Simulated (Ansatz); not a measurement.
# Molecular dynamics, with input and output: Si$_{5}$H$_{2}$

Si$_{5}$H$_{2}$, computed with RKS BLYP-d3bj/def2-SVP (Ansatz 0.2.0).

The geometry comes from this level: B3LYP-D4/def2-SVP. Figures and captions count atoms from 1; the log counts them from 0 in places.

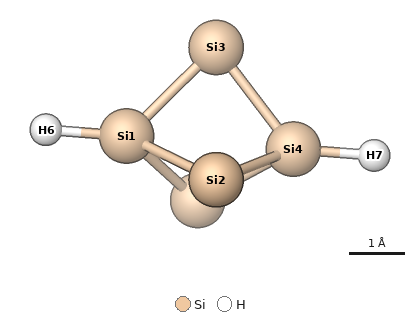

**Figure 1.** The starting structure (ball-and-stick view, seen at a tilt; atoms are numbered from 1 in the order of the input).

## Input
```yaml
crystal:
  periodic: [false, false, false]
  atoms:
    - {symbol: Si, position_ang: [0.561117, -0.104973, -1.422143]}
    - {symbol: Si, position_ang: [0.667805, -1.574252, 0.379671]}
    - {symbol: Si, position_ang: [-1.621667, 0.130028, -0.649394]}
    - {symbol: Si, position_ang: [-0.561120, 0.104965, 1.422140]}
    - {symbol: Si, position_ang: [0.953846, 1.444233, 0.269710]}
    - {symbol: H, position_ang: [1.103609, -0.206561, -2.797788]}
    - {symbol: H, position_ang: [-1.103589, 0.206560, 2.797794]}
basis:
  gaussian: {orbitals: def2-SVP}
hamiltonian: {xc: {name: BLYP}, dispersion: d3bj}
md: {timestep: 0.5 fs, n_steps: 15, ensemble: nve, temperature: 1500, initial_velocities: maxwell_boltzmann, seed: 241}
scf: {omitted_lower_state_checks: [starts]}
```

Launched with:
```bash
ansatz run in.yaml --threads 4 --pin off --events-out ev --progress --plain --max-ram 3916MiB
```

## The program's output
```
Functional definition: BLYP
  name "BLYP"
  cite "Becke, Phys. Rev. A 38, 3098 (1988) doi:10.1103/PhysRevA.38.3098"
  cite "Lee, Yang & Parr, Phys. Rev. B 37, 785 (1988) doi:10.1103/PhysRevB.37.785"
  parameter beta = 0.0042
  parameter a = 0.04918
  parameter b = 0.132
  parameter c = 0.2533
  parameter d = 0.349
  exchange = b88_x(beta = beta)
  correlation = lyp_c(a = a, b = b, c = c, d = d)
these checks for a lower state are left out or cut short: starts
1096 factors; their error is unknown
mean field evaluation 1: about -39404.0636 eV, gradient 2.1e1 eV
mean field evaluation 2: about -39401.5082 eV, gradient 3.4e1 eV
mean field evaluation 4: about -39406.0230 eV, gradient 3.6e-1 eV
mean field evaluation 8: about -39405.8793 eV, gradient 3.1e-2 eV
mean field -39405.87934170 eV, -1448.1393555431 hartree, gradient 5.2e-5 eV, S^2 0.000000; 0 other end points of the search recorded, 0 dependent functions left out
the calculation of the forces begins
reference -39405.87969008 eV, -1448.1393683458 hartree; 36, 36 occupied and 64, 64 virtual orbitals, 1096 factors
md step     0: t =     0.00 fs  T =  1500.0 K  F+E_penalty+E_count = -39406.87635492 eV  E_kin = 0.969450 eV  conserved = -39405.90690493 eV  (25 SCF iters)
these checks for a lower state are left out or cut short: starts, cluster_reference, orbital_swaps, neighbouring_geometries, increment
1096 factors; their error is unknown
mean field evaluation 16: about -39406.0188 eV, gradient 9.1e-1 eV
mean field -39405.87662521 eV, -1448.1392557139 hartree, gradient 1.9e-5 eV, S^2 0.000000; 0 other end points of the search recorded, 0 dependent functions left out
[... from here on the field's lines of each further geometry are left out, up to the last ...]
md step     1: t =     0.50 fs  T =  1496.5 K  F+E_penalty+E_count = -39406.87403113 eV  E_kin = 0.967180 eV  conserved = -39405.90685085 eV  (32 SCF iters, 3 dispersion substeps)
md step     2: t =     1.00 fs  T =  1487.0 K  F+E_penalty+E_count = -39406.86779860 eV  E_kin = 0.961016 eV  conserved = -39405.90678231 eV  (31 SCF iters, 3 dispersion substeps)
md step     3: t =     1.50 fs  T =  1472.9 K  F+E_penalty+E_count = -39406.85866934 eV  E_kin = 0.951957 eV  conserved = -39405.90671194 eV  (33 SCF iters, 3 dispersion substeps)
md step     4: t =     2.00 fs  T =  1456.0 K  F+E_penalty+E_count = -39406.84769645 eV  E_kin = 0.941043 eV  conserved = -39405.90665369 eV  (33 SCF iters, 3 dispersion substeps)
md step     5: t =     2.50 fs  T =  1437.6 K  F+E_penalty+E_count = -39406.83576467 eV  E_kin = 0.929146 eV  conserved = -39405.90661865 eV  (33 SCF iters, 3 dispersion substeps)
md step     6: t =     3.00 fs  T =  1418.5 K  F+E_penalty+E_count = -39406.82341702 eV  E_kin = 0.916804 eV  conserved = -39405.90661277 eV  (32 SCF iters, 3 dispersion substeps)
md step     7: t =     3.50 fs  T =  1398.9 K  F+E_penalty+E_count = -39406.81076123 eV  E_kin = 0.904126 eV  conserved = -39405.90663517 eV  (32 SCF iters, 3 dispersion substeps)
md step     8: t =     4.00 fs  T =  1378.3 K  F+E_penalty+E_count = -39406.79748110 eV  E_kin = 0.890804 eV  conserved = -39405.90667754 eV  (32 SCF iters, 3 dispersion substeps)
md step     9: t =     4.50 fs  T =  1355.8 K  F+E_penalty+E_count = -39406.78295190 eV  E_kin = 0.876223 eV  conserved = -39405.90672897 eV  (34 SCF iters, 3 dispersion substeps)
md step    10: t =     5.00 fs  T =  1330.1 K  F+E_penalty+E_count = -39406.76641730 eV  E_kin = 0.859641 eV  conserved = -39405.90677586 eV  (34 SCF iters, 3 dispersion substeps)
md step    11: t =     5.50 fs  T =  1300.3 K  F+E_penalty+E_count = -39406.74719011 eV  E_kin = 0.840383 eV  conserved = -39405.90680737 eV  (34 SCF iters, 3 dispersion substeps)
md step    12: t =     6.00 fs  T =  1265.7 K  F+E_penalty+E_count = -39406.72481970 eV  E_kin = 0.818003 eV  conserved = -39405.90681630 eV  (34 SCF iters, 3 dispersion substeps)
md step    13: t =     6.50 fs  T =  1226.1 K  F+E_penalty+E_count = -39406.69919892 eV  E_kin = 0.792397 eV  conserved = -39405.90680172 eV  (34 SCF iters, 3 dispersion substeps)
md step    14: t =     7.00 fs  T =  1181.8 K  F+E_penalty+E_count = -39406.67058997 eV  E_kin = 0.763825 eV  conserved = -39405.90676544 eV  (34 SCF iters, 3 dispersion substeps)
the calculation of the forces begins
reference -39405.64476861 eV, -1448.1307351411 hartree; 36, 36 occupied and 64, 64 virtual orbitals, 1096 factors
these checks for a lower state are left out or cut short: starts
1096 factors; their error is unknown
mean field -39405.64441650 eV, -1448.1307222014 hartree, gradient 1.9e-5 eV, S^2 0.000000; 0 other end points of the search recorded, 0 dependent functions left out
the calculation of the forces begins
reference -39405.64476861 eV, -1448.1307351411 hartree; 36, 36 occupied and 64, 64 virtual orbitals, 1096 factors
md step    15: t =     7.50 fs  T =  1134.0 K  F+E_penalty+E_count = -39406.63958679 eV  E_kin = 0.732873 eV  conserved = -39405.90671373 eV  (13 SCF iters, 3 dispersion substeps)
```

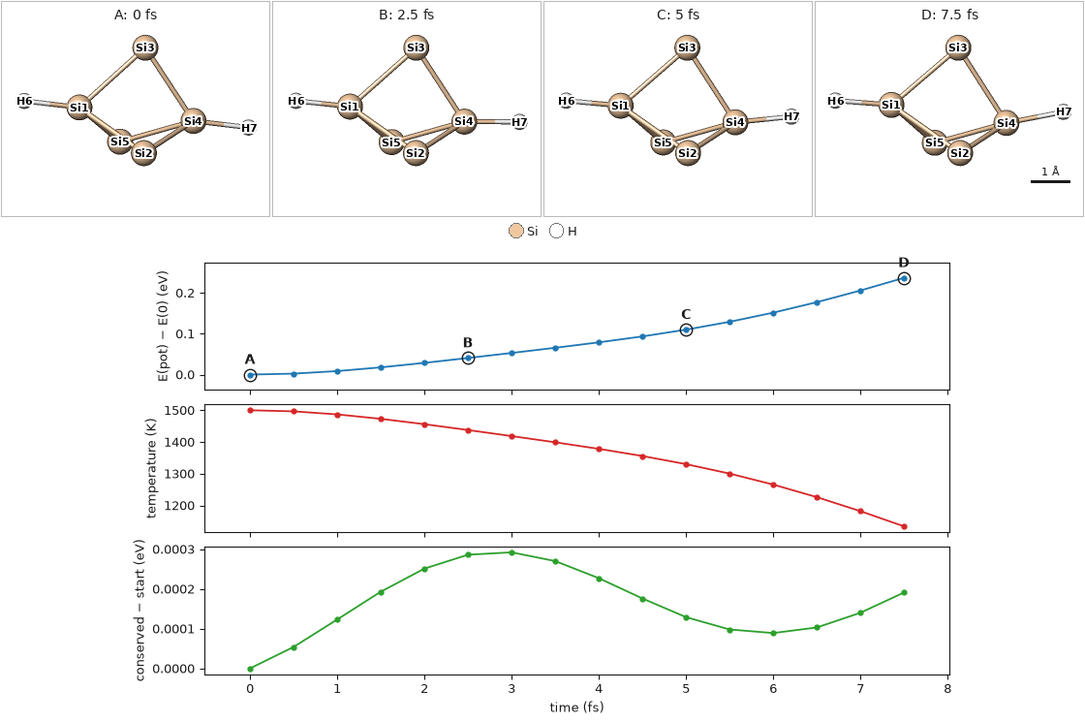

**Figure 2.** Frames of the molecular dynamics (ball-and-stick, seen at a tilt) above the curves, on which the letters mark them. The trajectory kept here has 16 frames over 7.5 fs. The temperature starts at 1500 K, ranges from 1134 to 1500 K and averages 1271 K over the second half. The potential energy ends 0.237 eV above its first value. The conserved quantity stays within 0.00029 eV. After an unweighted best fit of the last frame on the first, the root-mean-square displacement is 0.14 Å, and H7 has moved furthest (0.23 Å).

```
Total energy: -39406.63993890 eV, -1448.1673069746 hartree
Atom 0 at     0.523576    -0.127315    -1.500569 Å, force     0.285863     0.294600     0.691878 eV/Å
Atom 1 at     0.633743    -1.577376     0.435708 Å, force     0.639144    -0.688239    -0.848237 eV/Å
Atom 2 at    -1.612319     0.125826    -0.667820 Å, force    -0.057004     0.066755    -0.154817 eV/Å
Atom 3 at    -0.508039     0.059759     1.421558 Å, force    -1.198670     1.004433     0.873407 eV/Å
Atom 4 at     0.975644     1.523290     0.320861 Å, force    -0.286856    -0.640894    -0.558670 eV/Å
Atom 5 at     1.123110    -0.266272    -2.876570 Å, force     0.001520     0.000983     0.231339 eV/Å
Atom 6 at    -1.474826     0.149717     2.604804 Å, force     0.616003    -0.037639    -0.234900 eV/Å
Dipole moment:     0.018604     0.017919    -0.006260 e Å
Checks for a lower state left out: starts
```

## Trajectory as extended XYZ (Å, eV, eV/Å), 16 frames, from step=0 to step=15
```
7
Properties=species:S:1:pos:R:3:forces:R:3 step=0 time_fs=0.0 energy=-39406.87636 temperature=1500.0
Si    0.5611   -0.1050   -1.4221    0.0491  -0.0093  -0.1254
Si    0.6678   -1.5743    0.3797    0.1064  -0.2508   0.0605
Si   -1.6217    0.1300   -0.6494   -0.2583   0.0207  -0.1035
Si   -0.5611    0.1050    1.4221   -0.0491   0.0093   0.1253
Si    0.9538    1.4442    0.2697    0.1520   0.2301   0.0430
H     1.1036   -0.2066   -2.7978    0.0579  -0.0108  -0.1463
H    -1.1036    0.2066    2.7978   -0.0579   0.0108   0.1463
7
Properties=species:S:1:pos:R:3:forces:R:3 step=1 time_fs=0.5 energy=-39406.87403 temperature=1496.5
Si    0.5587   -0.1066   -1.4278   -0.0009   0.0377   0.1187
Si    0.6654   -1.5742    0.3836    0.1382  -0.2633  -0.0031
Si   -1.6209    0.1297   -0.6505   -0.2368   0.0239  -0.1058
Si   -0.5574    0.1018    1.4221   -0.0523   0.0555   0.0201
Si    0.9553    1.4496    0.2733    0.1173   0.1508  -0.0197
H     1.1009   -0.2097   -2.7950    0.1189  -0.0228  -0.2771
H    -1.1280    0.2025    2.7792   -0.0843   0.0182   0.2669
7
Properties=species:S:1:pos:R:3:forces:R:3 step=2 time_fs=1.0 energy=-39406.86780 temperature=1487.0
Si    0.5562   -0.1082   -1.4335   -0.0485   0.0822   0.3498
Si    0.6629   -1.5743    0.3875    0.1707  -0.2785  -0.0668
Si   -1.6202    0.1294   -0.6517   -0.2155   0.0270  -0.1087
Si   -0.5537    0.0986    1.4220   -0.0606   0.1051  -0.0617
Si    0.9568    1.4550    0.2768    0.0831   0.0747  -0.0790
H     1.0984   -0.2129   -2.7929    0.1772  -0.0346  -0.3995
H    -1.1526    0.1984    2.7612   -0.1064   0.0241   0.3659
7
Properties=species:S:1:pos:R:3:forces:R:3 step=3 time_fs=1.5 energy=-39406.85867 temperature=1472.9
Si    0.5537   -0.1098   -1.4391   -0.0905   0.1236   0.5604
Si    0.6605   -1.5743    0.3914    0.2040  -0.2965  -0.1306
Si   -1.6196    0.1291   -0.6529   -0.1948   0.0301  -0.1123
Si   -0.5501    0.0954    1.4220   -0.0778   0.1585  -0.1146
Si    0.9583    1.4603    0.2804    0.0496   0.0019  -0.1348
H     1.0964   -0.2162   -2.7917    0.2297  -0.0455  -0.5060
H    -1.1775    0.1945    2.7441   -0.1202   0.0280   0.4379
7
Properties=species:S:1:pos:R:3:forces:R:3 step=4 time_fs=2.0 energy=-39406.84770 temperature=1456.0
Si    0.5513   -0.1113   -1.4447   -0.1236   0.1612   0.7432
Si    0.6581   -1.5743    0.3953    0.2380  -0.3174  -0.1942
Si   -1.6189    0.1288   -0.6541   -0.1750   0.0331  -0.1163
Si   -0.5464    0.0922    1.4219   -0.1075   0.2159  -0.1350
Si    0.9598    1.4657    0.2839    0.0168  -0.0675  -0.1872
H     1.0950   -0.2196   -2.7917    0.2734  -0.0550  -0.5896
H    -1.2027    0.1905    2.7280   -0.1221   0.0296   0.4791
7
Properties=species:S:1:pos:R:3:forces:R:3 step=5 time_fs=2.5 energy=-39406.83577 temperature=1437.6
Si    0.5488   -0.1129   -1.4502   -0.1452   0.1947   0.8921
Si    0.6557   -1.5744    0.3991    0.2729  -0.3411  -0.2576
Si   -1.6183    0.1285   -0.6553   -0.1564   0.0361  -0.1207
Si   -0.5427    0.0890    1.4218   -0.1526   0.2774  -0.1216
Si    0.9612    1.4711    0.2874   -0.0150  -0.1336  -0.2362
H     1.0941   -0.2231   -2.7932    0.3057  -0.0623  -0.6442
H    -1.2282    0.1867    2.7131   -0.1092   0.0288   0.4882
7
Properties=species:S:1:pos:R:3:forces:R:3 step=6 time_fs=3.0 energy=-39406.82342 temperature=1418.5
Si    0.5463   -0.1144   -1.4556   -0.1531   0.2235   1.0030
Si    0.6534   -1.5746    0.4030    0.3085  -0.3677  -0.3206
Si   -1.6176    0.1283   -0.6565   -0.1393   0.0391  -0.1254
Si   -0.5391    0.0859    1.4217   -0.2146   0.3428  -0.0760
Si    0.9627    1.4764    0.2909   -0.0460  -0.1963  -0.2819
H     1.0941   -0.2268   -2.7961    0.3244  -0.0670  -0.6658
H    -1.2539    0.1829    2.6993   -0.0799   0.0256   0.4666
7
Properties=species:S:1:pos:R:3:forces:R:3 step=7 time_fs=3.5 energy=-39406.81076 temperature=1398.9
Si    0.5438   -0.1160   -1.4610   -0.1461   0.2474   1.0739
Si    0.6510   -1.5747    0.4068    0.3447  -0.3969  -0.3830
Si   -1.6170    0.1280   -0.6577   -0.1237   0.0421  -0.1302
Si   -0.5354    0.0828    1.4216   -0.2937   0.4115  -0.0018
Si    0.9642    1.4818    0.2944   -0.0760  -0.2559  -0.3243
H     1.0948   -0.2307   -2.8007    0.3285  -0.0687  -0.6524
H    -1.2798    0.1792    2.6867   -0.0337   0.0204   0.4178
7
Properties=species:S:1:pos:R:3:forces:R:3 step=8 time_fs=4.0 energy=-39406.79748 temperature=1378.3
Si    0.5413   -0.1175   -1.4662   -0.1242   0.2664   1.1057
Si    0.6487   -1.5749    0.4106    0.3815  -0.4286  -0.4447
Si   -1.6164    0.1277   -0.6589   -0.1099   0.0452  -0.1350
Si   -0.5318    0.0797    1.4215   -0.3884   0.4832   0.0952
Si    0.9657    1.4871    0.2978   -0.1050  -0.3124  -0.3636
H     1.0962   -0.2347   -2.8069    0.3181  -0.0674  -0.6049
H    -1.3058    0.1755    2.6751    0.0279   0.0136   0.3473
7
Properties=species:S:1:pos:R:3:forces:R:3 step=9 time_fs=4.5 energy=-39406.78295 temperature=1355.8
Si    0.5387   -0.1189   -1.4714   -0.0883   0.2806   1.1018
Si    0.6465   -1.5751    0.4143    0.4187  -0.4624  -0.5057
Si   -1.6158    0.1274   -0.6601   -0.0978   0.0483  -0.1395
Si   -0.5282    0.0767    1.4214   -0.4961   0.5570   0.2084
Si    0.9672    1.4924    0.3012   -0.1332  -0.3661  -0.3999
H     1.0985   -0.2388   -2.8144    0.2940  -0.0630  -0.5266
H    -1.3317    0.1719    2.6643    0.1026   0.0057   0.2615
7
Properties=species:S:1:pos:R:3:forces:R:3 step=10 time_fs=5.0 energy=-39406.76642 temperature=1330.1
Si    0.5362   -0.1204   -1.4765   -0.0403   0.2905   1.0677
Si    0.6442   -1.5754    0.4180    0.4561  -0.4981  -0.5657
Si   -1.6152    0.1271   -0.6614   -0.0874   0.0514  -0.1437
Si   -0.5247    0.0737    1.4213   -0.6131   0.6322   0.3306
Si    0.9686    1.4976    0.3046   -0.1605  -0.4172  -0.4332
H     1.1014   -0.2432   -2.8233    0.2583  -0.0560  -0.4230
H    -1.3574    0.1683    2.6541    0.1868  -0.0028   0.1673
7
Properties=species:S:1:pos:R:3:forces:R:3 step=11 time_fs=5.5 energy=-39406.74719 temperature=1300.3
Si    0.5337   -0.1218   -1.4815    0.0173   0.2965   1.0102
Si    0.6421   -1.5757    0.4217    0.4936  -0.5352  -0.6247
Si   -1.6146    0.1269   -0.6626   -0.0786   0.0545  -0.1474
Si   -0.5212    0.0708    1.4213   -0.7355   0.7081   0.4550
Si    0.9701    1.5028    0.3079   -0.1870  -0.4659  -0.4636
H     1.1050   -0.2476   -2.8332    0.2136  -0.0467  -0.3008
H    -1.3827    0.1647    2.6443    0.2767  -0.0113   0.0712
7
Properties=species:S:1:pos:R:3:forces:R:3 step=12 time_fs=6.0 energy=-39406.72482 temperature=1265.7
Si    0.5311   -0.1232   -1.4863    0.0815   0.2993   0.9369
Si    0.6399   -1.5760    0.4253    0.5308  -0.5732  -0.6825
Si   -1.6140    0.1266   -0.6639   -0.0714   0.0576  -0.1504
Si   -0.5178    0.0679    1.4213   -0.8590   0.7839   0.5758
Si    0.9715    1.5080    0.3112   -0.2129  -0.5124  -0.4913
H     1.1091   -0.2522   -2.8437    0.1627  -0.0358  -0.1675
H    -1.4072    0.1610    2.6347    0.3681  -0.0194  -0.0210
7
Properties=species:S:1:pos:R:3:forces:R:3 step=13 time_fs=6.5 energy=-39406.69920 temperature=1226.1
Si    0.5286   -0.1246   -1.4912    0.1495   0.2995   0.8551
Si    0.6378   -1.5764    0.4288    0.5677  -0.6117  -0.7392
Si   -1.6135    0.1263   -0.6652   -0.0655   0.0607  -0.1527
Si   -0.5145    0.0651    1.4213   -0.9796   0.8589   0.6881
Si    0.9729    1.5132    0.3145   -0.2381  -0.5570  -0.5163
H     1.1135   -0.2568   -2.8547    0.1086  -0.0238  -0.0301
H    -1.4309    0.1573    2.6250    0.4573  -0.0267  -0.1049
7
Properties=species:S:1:pos:R:3:forces:R:3 step=14 time_fs=7.0 energy=-39406.67059 temperature=1181.8
Si    0.5261   -0.1260   -1.4959    0.2184   0.2977   0.7715
Si    0.6357   -1.5769    0.4323    0.6039  -0.6502  -0.7944
Si   -1.6129    0.1261   -0.6665   -0.0608   0.0637  -0.1542
Si   -0.5112    0.0624    1.4214   -1.0938   0.9326   0.7882
Si    0.9743    1.5183    0.3177   -0.2627  -0.5997  -0.5387
H     1.1183   -0.2615   -2.8658    0.0541  -0.0113   0.1047
H    -1.4535    0.1536    2.6151    0.5409  -0.0328  -0.1770
7
Properties=species:S:1:pos:R:3:forces:R:3 step=15 time_fs=7.5 energy=-39406.63959 temperature=1134.0
Si    0.5236   -0.1273   -1.5006    0.2859   0.2946   0.6919
Si    0.6337   -1.5774    0.4357    0.6391  -0.6882  -0.8482
Si   -1.6123    0.1258   -0.6678   -0.0570   0.0668  -0.1548
Si   -0.5080    0.0598    1.4216   -1.1987   1.0044   0.8734
Si    0.9756    1.5233    0.3209   -0.2869  -0.6409  -0.5587
H     1.1231   -0.2663   -2.8766    0.0015   0.0010   0.2313
H    -1.4748    0.1497    2.6048    0.6160  -0.0376  -0.2349
```

## Summary

```csv
quantity,value
outcome,finished
mean temperature over the second half,1271 K
trajectory,"15 steps, 7.5 fs"
ensemble,nve
temperature in the input,1500 K
time step,0.5 fs
potential energy (last step),−39406.6399 eV
mean-field energy (last step),−39405.6448 eV
dispersion energy (last step),−0.9952 eV
SCF solution under orbital rotations (last step),stable
largest force (length of the vector) (last step),1.791 eV/Å
dipole moment (last step),0.13 D
hardware,"4 threads of Arm Neoverse V2, 23 GiB of memory available, shared host"
wall time,16 s (CPU time 60 s)
peak memory,0.41 GiB
```

So short a trajectory is not equilibrated.
